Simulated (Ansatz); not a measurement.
Base system: CdSe in the wurtzite structure (space group P6_3mc, No. 186; a = 4.3400 Å, c = 7.0780 Å).

It is then changed as follows: Te takes the place of Se on all its sites, then cell and atoms are relaxed.

All numbers come from r2SCAN/PAW in Ansatz (an electronic-structure program), no SOC.

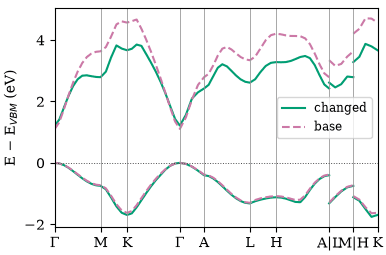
Figure: Highest valence and lowest conduction band along the path, each from its own valence-band maximum

Question: From the figure, how large is the changed gap, and is it direct?

Answer: About 1.2 eV, direct at Γ.

With Te present, leaving out spin-orbit coupling can change the band edges. Stability against distortions was not tested. For CdTe in this form, whether it has been made was not checked. This is not the structure that CdTe has at room temperature and ambient pressure.
